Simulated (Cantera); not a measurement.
Input: 1 mol Ti, 7 mol O2, at 0.100 bar.

Method: chemical equilibrium by Gibbs-energy minimisation in Cantera with the NASA 1993 tables (ideal gas, pure condensed phases). Candidate condensed phases: Ti, TiO, TiO2, Ti2O3, Ti3O5, Ti4O7; 6 gas species. The numbers say what is thermodynamically allowed, not how fast it happens.

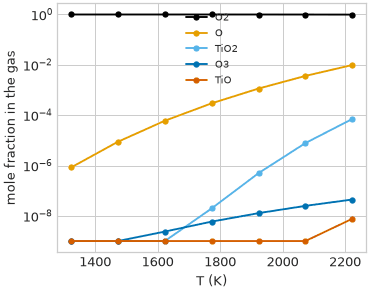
*Equilibrium gas composition (values under 1e-9 drawn at 1e-9)*

Read off the mole fractions at 1923 K.

O2 about 1.00, O about 0.0011, TiO2 about 5.0e-7, O3 about 1.3e-8.
